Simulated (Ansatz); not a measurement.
# CHPSi (triplet): correlated methods under varied settings

What do other methods and options give for CHPSi (triplet) at this geometry, and how long do they take?

Program: Ansatz 0.2.0, Gaussian basis. Level of theory: the settings change from run to run. These are calculated values, not measurements.

26 further runs of the same task are left out: 9 that didn't finish, 17 set aside as unsound or not needed.

## (1) The geometry

The geometry is a PBE0/def2-TZVP stationary point (not a proven minimum).

4 atoms, charge 0, spin multiplicity 3.

Atoms are counted from 1 here; the program's logs count them from 0.

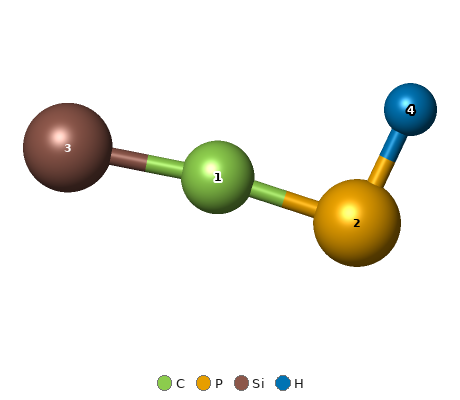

The geometry (carbon green, phosphorus amber, silicon brown, hydrogen blue); atoms are numbered from 1 in the order of the file.

## (2) CCSD/cc-pVDZ

The input, in.yaml:

```yaml
crystal:
  periodic: [false, false, false]
  atoms:
    - {symbol: C, position_ang: [0.000000, -0.067716, -0.064015]}
    - {symbol: P, position_ang: [0.000000, 0.084627, 1.593591]}
    - {symbol: Si, position_ang: [0.000000, -0.017314, -1.798234]}
    - {symbol: H, position_ang: [0.000000, -1.311212, 1.898587]}
basis:
  gaussian: {orbitals: cc-pVDZ}
magnetization: {spin_polarized: true, initial_magnetization: 2}
hamiltonian: {xc: {name: B3LYP}}
correlation: {method: ccsd, electrons: outside_noble_gas}
scf: {lower_state_search: off}
```

Launch:

```console
$ ansatz run in.yaml --threads 1 --pin off --events-out ev --progress --plain --max-ram 2393MiB
```

Standard output (excerpt; [...] marks lines left out):

```text
Functional definition: B3LYP
  name "B3LYP"
  cite "Stephens, Devlin, Chabalowski & Frisch, J. Phys. Chem. 98, 11623 (1994) doi:10.1021/j100096a001"
  cite "Becke, Phys. Rev. A 38, 3098 (1988) doi:10.1103/PhysRevA.38.3098"
  cite "Lee, Yang & Parr, Phys. Rev. B 37, 785 (1988) doi:10.1103/PhysRevB.37.785"
  cite "Vosko, Wilk & Nusair, Can. J. Phys. 58, 1200 (1980) doi:10.1139/p80-159"
[...]
553 factors; integrals over basis functions are off by at most 1.3e-3 eV
[...]
mean field -18216.53149526 eV, -669.4451848421 hartree, gradient 5.7e-6 eV, S^2 2.015403; 0 other end points of the search recorded, 0 dependent functions left out
11 core orbitals not correlated: weight in the atoms' cores, before any rotation towards them, 1.000 or more for the frozen orbitals, at most 0.000 for the correlated occupied ones
reference -18176.40174785 eV, -667.9704438259 hartree; 8, 6 occupied and 36, 38 virtual orbitals, 553 factors
second order -8.61166643 eV of doubles, -0.34972916 eV of singles
cycle   1  -8.92623360 eV  change    2.6e-2 eV  update   1.2e-1
[...]
cycle  14  -9.40511679 eV  change    2.6e-6 eV  update   7.3e-6
Total energy: -18185.80686464 eV, -668.3160754930 hartree
Checks for a lower state left out: stability, starts, cluster_reference, orbital_swaps, neighbouring_geometries, increment
```

Wall time 5.5 s (1 thread of Intel Xeon at 2.50GHz, shared host).

From the report: ⟨S²⟩ of the determinant 2.015 (pure triplet: 2.00); correlation -9.4051 eV; T1 0.013; largest double amplitude 0.09. The orbitals are Kohn-Sham ones, so correlation energy and T1 don't compare with those on Hartree-Fock orbitals.

## (3) CASCI(12,7)/STO-3G

The input, in.yaml:

```yaml
crystal:
  periodic: [false, false, false]
  atoms:
    - {symbol: C, position_ang: [0.000000, -0.067716, -0.064015]}
    - {symbol: P, position_ang: [0.000000, 0.084627, 1.593591]}
    - {symbol: Si, position_ang: [0.000000, -0.017314, -1.798234]}
    - {symbol: H, position_ang: [0.000000, -1.311212, 1.898587]}
basis:
  gaussian: {orbitals: STO-3G}
magnetization: {spin_polarized: false, initial_magnetization: 2}
correlation: {active_space: {window: {electrons: 12, orbitals: 7}, fixed_orbitals: true}}
output: {forces: true}
```

The command is unchanged.

Standard output (excerpt; [...] marks lines left out):

```text
Functional definition: HF
  name "HF"
  cite "Fock, Z. Phys. 61, 126 (1930) doi:10.1007/BF01340294"
  parent pbe
[...]
268 factors; integrals over basis functions are off by at most 2.2e-5 eV
[...]
mean field -17967.87767826 eV, -660.3073256112 hartree, gradient 2.8e-6 eV, S^2 2.000000; 12 other end points of the search recorded, 0 dependent functions left out
reference -17967.87767826 eV, -660.3073256112 hartree; 19, 17 occupied and 5, 7 virtual orbitals, 268 factors
state -17967.89980402 eV, -660.3081387177 hartree
[...]
Total energy: -17967.89980402 eV, -660.3081387177 hartree
Atom 0 at     0.000000    -0.067716    -0.064015 Å, force     0.000000     0.024040     0.998995 eV/Å
Atom 1 at     0.000000     0.084627     1.593591 Å, force    -0.000000    -1.010822    -1.192104 eV/Å
Atom 2 at     0.000000    -0.017314    -1.798234 Å, force     0.000000    -0.014702     0.569731 eV/Å
Atom 3 at     0.000000    -1.311212     1.898587 Å, force     0.000000     1.001484    -0.376621 eV/Å
Dipole moment:    -0.000000    -0.052664    -0.308927 e Å
```

Wall time 2.6 s (1 thread of Intel Xeon at 2.50GHz, shared host).

From the report: 20 determinants; active occupations 2.00, 2.00, 2.00, 2.00, 2.00, 1.00, 1.00.

## (4) BCCD(T) on ROHF/6-31G

in.yaml, as its differences from that of step 3:

```diff
@@ -8,5 +8,4 @@
 basis:
-  gaussian: {orbitals: STO-3G}
+  gaussian: {orbitals: 6-31G}
 magnetization: {spin_polarized: false, initial_magnetization: 2}
-correlation: {active_space: {window: {electrons: 12, orbitals: 7}, fixed_orbitals: true}}
-output: {forces: true}
+correlation: {method: bccd_t, electrons: all}
```

Launched as before.

Standard output (excerpt; [...] marks lines left out):

```text
Functional definition: HF
  name "HF"
  cite "Fock, Z. Phys. 61, 126 (1930) doi:10.1007/BF01340294"
  parent pbe
[...]
439 factors; integrals over basis functions are off by at most 2.5e-4 eV
[...]
mean field -18173.64428035 eV, -667.8691087644 hartree, gradient 2.7e-6 eV, S^2 2.000000; 9 other end points of the search recorded, 0 dependent functions left out
[...]
determinant -18173.64428035 eV, -667.8691087644 hartree, with singles and doubles -18179.43928173 eV, -668.0820711369 hartree
determinant -18172.51255737 eV, -667.8275187120 hartree, with singles and doubles -18177.88451667 eV, -668.0249345751 hartree
determinant -18172.21361039 eV, -667.8165326131 hartree, with singles and doubles -18177.70912183 eV, -668.0184889336 hartree
reference -18173.64428035 eV, -667.8691087644 hartree; 19, 17 occupied and 18, 20 virtual orbitals, 439 factors
second order -4.93291152 eV of doubles, -0.10272480 eV of singles
cycle   1  -5.76423459 eV  change    3.1e-2 eV  update   2.4e-2
[...]
cycle  13  -5.76002111 eV  change   -1.9e-5 eV  update   2.3e-5
perturbative correction -0.27613758 eV, -0.0101478689 hartree
Total energy: -18179.68043904 eV, -668.0909335048 hartree
```

Run time: 21 s. Hardware: 1 thread of Intel Xeon at 2.50GHz, shared host.

From the report: correlation -6.0362 eV; largest double amplitude 0.10.

## (5) MP2 on UHF/6-31G*

in.yaml, as its differences from that of step 4:

```diff
@@ -8,4 +8,4 @@
 basis:
-  gaussian: {orbitals: 6-31G}
-magnetization: {spin_polarized: false, initial_magnetization: 2}
-correlation: {method: bccd_t, electrons: all}
+  gaussian: {orbitals: "6-31G*"}
+magnetization: {spin_polarized: true, initial_magnetization: 2}
+correlation: {method: mp2, electrons: outside_noble_gas}
```

Same command.

Standard output (excerpt; [...] marks lines left out):

```text
Functional definition: HF
  name "HF"
  cite "Fock, Z. Phys. 61, 126 (1930) doi:10.1007/BF01340294"
  parent pbe
[...]
510 factors; integrals over basis functions are off by at most 9.5e-4 eV
[...]
mean field -18176.12946757 eV, -667.9604377101 hartree, gradient 2.1e-6 eV, S^2 2.184080; 12 other end points of the search recorded, 0 dependent functions left out
11 core orbitals not correlated: weight in the atoms' cores, before any rotation towards them, 1.000 or more for the frozen orbitals, at most 0.000 for the correlated occupied ones
reference -18176.12946757 eV, -667.9604377101 hartree; 8, 6 occupied and 36, 38 virtual orbitals, 510 factors
second order -7.00155953 eV of doubles, -0.00000000 eV of singles
Total energy: -18183.13102710 eV, -668.2177402770 hartree
```

It took 7 s on 1 thread of Intel Xeon at 2.50GHz, shared host.

From the report: ⟨S²⟩ of the determinant 2.184 (pure triplet: 2.00).

## (6) CCSD on ROHF/STO-3G

in.yaml, as its differences from that of step 5:

```diff
@@ -8,4 +8,5 @@
 basis:
-  gaussian: {orbitals: "6-31G*"}
-magnetization: {spin_polarized: true, initial_magnetization: 2}
-correlation: {method: mp2, electrons: outside_noble_gas}
+  gaussian: {orbitals: STO-3G}
+magnetization: {spin_polarized: false, initial_magnetization: 2}
+correlation: {method: ccsd, electrons: outside_noble_gas}
+scf: {lower_state_search: off}
```

Launched as before.

Standard output (excerpt; [...] marks lines left out):

```text
Functional definition: HF
  name "HF"
  cite "Fock, Z. Phys. 61, 126 (1930) doi:10.1007/BF01340294"
  parent pbe
[...]
268 factors; integrals over basis functions are off by at most 2.2e-5 eV
[...]
mean field -17967.87767826 eV, -660.3073256112 hartree, gradient 2.8e-6 eV, S^2 2.000000; 0 other end points of the search recorded, 0 dependent functions left out
11 core orbitals not correlated: weight in the atoms' cores, before any rotation towards them, 1.000 or more for the frozen orbitals, at most 0.000 for the correlated occupied ones
reference -17967.87767826 eV, -660.3073256112 hartree; 8, 6 occupied and 5, 7 virtual orbitals, 268 factors
second order -3.51191015 eV of doubles, -0.08659078 eV of singles
cycle   1  -4.05064308 eV  change   -4.5e-1 eV  update   1.1e-1
[...]
cycle  16  -4.62264081 eV  change   -1.0e-5 eV  update   1.7e-5
Total energy: -17972.50031907 eV, -660.4772045275 hartree
Checks for a lower state left out: stability, starts, cluster_reference, orbital_swaps, neighbouring_geometries, increment
```

Run time: 0.92 s. Hardware: 1 thread of Intel Xeon at 2.50GHz, shared host.

From the report: correlation -4.6226 eV; T1 0.047; largest double amplitude 0.19.

## (7) CCSD(T) on UHF/cc-pVDZ

in.yaml, as its differences from that of step 6:

```diff
@@ -8,5 +8,6 @@
 basis:
-  gaussian: {orbitals: STO-3G}
-magnetization: {spin_polarized: false, initial_magnetization: 2}
-correlation: {method: ccsd, electrons: outside_noble_gas}
+  gaussian: {orbitals: cc-pVDZ}
+magnetization: {spin_polarized: true, initial_magnetization: 2}
+correlation: {method: ccsd_t, electrons: valence, diis_vectors: 12}
 scf: {lower_state_search: off}
+output: {forces: true}
```

Launched as before.

Standard output (excerpt; [...] marks lines left out):

```text
Functional definition: HF
  name "HF"
  cite "Fock, Z. Phys. 61, 126 (1930) doi:10.1007/BF01340294"
  parent pbe
[...]
553 factors; integrals over basis functions are off by at most 1.3e-3 eV
[...]
mean field -18177.15737550 eV, -667.9982126298 hartree, gradient 2.4e-6 eV, S^2 2.185857; 0 other end points of the search recorded, 0 dependent functions left out
11 core orbitals not correlated: weight in the atoms' cores, before any rotation towards them, 1.000 or more for the frozen orbitals, at most 0.000 for the correlated occupied ones
reference -18177.15737550 eV, -667.9982126298 hartree; 8, 6 occupied and 36, 38 virtual orbitals, 553 factors
second order -7.48119852 eV of doubles, -0.00000000 eV of singles
cycle   1  -8.17631455 eV  change   -7.0e-1 eV  update   1.2e-1
[...]
cycle  21  -8.82055188 eV  change    2.3e-7 eV  update   2.9e-7
perturbative correction -0.42737524 eV, -0.0157057505 hartree
[...]
Total energy: -18186.40530263 eV, -668.3380676833 hartree
Atom 0 at     0.000000    -0.067716    -0.064015 Å, force     0.000000    -0.109375    -0.157910 eV/Å
Atom 1 at     0.000000     0.084627     1.593591 Å, force    -0.000000     0.312636     1.169903 eV/Å
Atom 2 at     0.000000    -0.017314    -1.798234 Å, force    -0.000000     0.029411    -1.102141 eV/Å
Atom 3 at     0.000000    -1.311212     1.898587 Å, force    -0.000000    -0.232672     0.090148 eV/Å
Dipole moment:     0.000000    -0.104022     0.059840 e Å
Checks for a lower state left out: starts, cluster_reference, orbital_swaps, neighbouring_geometries, increment
```

Run time: 21 s. Hardware: 1 thread of Intel Xeon at 2.50GHz, shared host.

From the report: ⟨S²⟩ of the determinant 2.186 (pure triplet: 2.00); correlation -9.2479 eV; T1 0.047; largest double amplitude 0.09.

## (8) HF/cc-pVDZ

in.yaml, as its differences from that of step 7:

```diff
@@ -10,4 +10,3 @@
 magnetization: {spin_polarized: true, initial_magnetization: 2}
-correlation: {method: ccsd_t, electrons: valence, diis_vectors: 12}
-scf: {lower_state_search: off}
-output: {forces: true}
+hamiltonian: {xc: hf, pseudopotentials: {relativity: scalar}}
+output: {forces: true, orbitals: {seedname: orbitals}}
```

Launched as before.

Standard output (excerpt; [...] marks lines left out):

```text
Functional definition: HF
  name "HF"
  cite "Fock, Z. Phys. 61, 126 (1930) doi:10.1007/BF01340294"
  parent pbe
[...]
553 factors; integrals over basis functions are off by at most 1.3e-3 eV
[...]
mean field -18212.15299540 eV, -669.2842779404 hartree, gradient 3.4e-5 eV, S^2 2.186370; 3 other end points of the search recorded, 0 dependent functions left out
[...]
reference -18212.15299540 eV, -669.2842779404 hartree; 19, 17 occupied and 36, 38 virtual orbitals, 553 factors
Total energy: -18212.15299540 eV, -669.2842779404 hartree
Relativity: scalar
Atom 0 at     0.000000    -0.067716    -0.064015 Å, force     0.000000    -0.096774    -0.898229 eV/Å
Atom 1 at     0.000000     0.084627     1.593591 Å, force    -0.000000     0.039503     1.383902 eV/Å
Atom 2 at     0.000000    -0.017314    -1.798234 Å, force    -0.000000    -0.001205    -0.488778 eV/Å
Atom 3 at     0.000000    -1.311212     1.898587 Å, force    -0.000000     0.058476     0.003105 eV/Å
Dipole moment:    -0.000000    -0.121389    -0.020819 e Å
```

It took 10 s on 1 thread of Intel Xeon at 2.50GHz, shared host.

From the report: ⟨S²⟩ of the determinant 2.186 (pure triplet: 2.00).

## (9) BCCD on UHF/cc-pVDZ

in.yaml, as its differences from that of step 8:

```diff
@@ -10,3 +10,3 @@
 magnetization: {spin_polarized: true, initial_magnetization: 2}
-hamiltonian: {xc: hf, pseudopotentials: {relativity: scalar}}
-output: {forces: true, orbitals: {seedname: orbitals}}
+correlation: {method: bccd, electrons: valence}
+scf: {omitted_lower_state_checks: [cluster_reference]}
```

Same command.

Standard output (excerpt; [...] marks lines left out):

```text
Functional definition: HF
  name "HF"
  cite "Fock, Z. Phys. 61, 126 (1930) doi:10.1007/BF01340294"
  parent pbe
[...]
553 factors; integrals over basis functions are off by at most 1.3e-3 eV
[...]
mean field -18177.15737550 eV, -667.9982126298 hartree, gradient 2.4e-6 eV, S^2 2.185857; 12 other end points of the search recorded, 0 dependent functions left out
11 core orbitals not correlated: weight in the atoms' cores, before any rotation towards them, 1.000 or more for the frozen orbitals, at most 0.000 for the correlated occupied ones
reference -18177.15737550 eV, -667.9982126298 hartree; 8, 6 occupied and 36, 38 virtual orbitals, 553 factors
second order -7.48119852 eV of doubles, -0.00000000 eV of singles
cycle   1  -8.24540187 eV  change   -7.6e-1 eV  update   1.2e-1
[...]
cycle  18  -8.77268692 eV  change   -3.9e-6 eV  update   5.4e-6
Total energy: -18185.93006242 eV, -668.3206029279 hartree
Checks for a lower state left out: cluster_reference
```

Run time: 14 s. Hardware: 1 thread of Intel Xeon at 2.50GHz, shared host.

From the report: ⟨S²⟩ of the determinant 2.186 (pure triplet: 2.00); correlation -8.7727 eV; largest double amplitude 0.09.

## (10) BCCD/cc-pVDZ

in.yaml, as its differences from that of step 9:

```diff
@@ -9,4 +9,5 @@
   gaussian: {orbitals: cc-pVDZ}
-magnetization: {spin_polarized: true, initial_magnetization: 2}
-correlation: {method: bccd, electrons: valence}
-scf: {omitted_lower_state_checks: [cluster_reference]}
+magnetization: {spin_polarized: false, initial_magnetization: 2}
+hamiltonian: {xc: {name: r2SCAN}}
+correlation: {method: bccd, electrons: valence, diis_vectors: 1}
+output: {forces: true}
```

Same command.

Standard output (excerpt; [...] marks lines left out):

```text
Functional definition: r2SCAN
  name "r2SCAN"
  cite "Furness, Kaplan, Ning, Perdew & Sun, J. Phys. Chem. Lett. 11, 8208 (2020) doi:10.1021/acs.jpclett.0c02405"
  cite "Furness, Kaplan, Ning, Perdew & Sun, J. Phys. Chem. Lett. 11, 9248 (2020) doi:10.1021/acs.jpclett.0c03077"
  parent r2scan
[...]
553 factors; integrals over basis functions are off by at most 1.3e-3 eV
[...]
mean field -18213.41644174 eV, -669.3307087369 hartree, gradient 9.6e-6 eV, S^2 2.000000; 1 other end points of the search recorded, 0 dependent functions left out
[...]
11 core orbitals not correlated: weight in the atoms' cores, before any rotation towards them, 1.000 or more for the frozen orbitals, at most 0.000 for the correlated occupied ones
reference -18176.15588500 eV, -667.9614085327 hartree; 8, 6 occupied and 36, 38 virtual orbitals, 553 factors
second order -8.84559714 eV of doubles, -0.43539190 eV of singles
cycle   1  -9.20007292 eV  change    8.1e-2 eV  update   1.2e-1
[...]
cycle  50  -9.69470828 eV  change   -4.3e-7 eV  update   8.0e-7
[...]
Total energy: -18185.85059328 eV, -668.3176824906 hartree
Atom 0 at     0.000000    -0.067716    -0.064015 Å, force     0.000000    -0.123457    -0.329938 eV/Å
Atom 1 at     0.000000     0.084627     1.593591 Å, force     0.000000     0.290660     1.157706 eV/Å
Atom 2 at     0.000000    -0.017314    -1.798234 Å, force    -0.000000     0.020771    -0.872431 eV/Å
Atom 3 at     0.000000    -1.311212     1.898587 Å, force    -0.000000    -0.187975     0.044663 eV/Å
Dipole moment:     0.000000    -0.106795     0.011458 e Å
```

Run time: 48 s. Hardware: 1 thread of Intel Xeon at 2.50GHz, shared host.

From the report: correlation -9.6947 eV; largest double amplitude 0.09.

## (11) The runs in one table

Where basis and cores are those of an earlier RCCSDT(Q)/cc-pVDZ run (-18186.5110 eV), and the state is the same kind, the miss against it is given.

| level | correlated | functions | energy (eV) | from RCCSDT(Q) (meV) | time |
| --- | --- | --- | --- | --- | --- |
| CCSD/cc-pVDZ (on B3LYP orbitals) | outside noble gas | 55 | -18185.8069 | 704.2 | 5.5 s |
| CASCI(12,7)/STO-3G |  | 24 | -17967.8998 |  | 2.6 s |
| BCCD(T) on ROHF/6-31G | all | 37 | -18179.6804 |  | 21 s |
| MP2 on UHF/6-31G* | outside noble gas | 55 | -18183.1310 |  | 7 s |
| CCSD on ROHF/STO-3G | outside noble gas | 24 | -17972.5003 |  | 0.92 s |
| CCSD(T) on UHF/cc-pVDZ | valence | 55 | -18186.4053 | 105.7 | 21 s |
| HF/cc-pVDZ (relativity set) |  | 55 | -18212.1530 |  | 10 s |
| BCCD on UHF/cc-pVDZ | valence | 55 | -18185.9301 | 581.0 | 14 s |
| BCCD/cc-pVDZ (on r2SCAN orbitals) | valence | 55 | -18185.8506 | 660.5 | 48 s |

## (12) Outcome

| quantity | value |
| --- | --- |
| runs | 9 |
| quickest | CCSD on ROHF/STO-3G, 0.92 s |
| slowest | BCCD/cc-pVDZ (on r2SCAN orbitals), 48 s |

What this shows: Total energies in different bases, with other cores or another treatment of relativity can't be set against each other. BCCD/cc-pVDZ (on r2SCAN orbitals) took 52 times as long as CCSD on ROHF/STO-3G; the jobs differ in more than the method. Among the correlated runs with a miss given, it spans +106 to +704 meV. Cores frozen from Kohn-Sham orbitals shift the total energy.
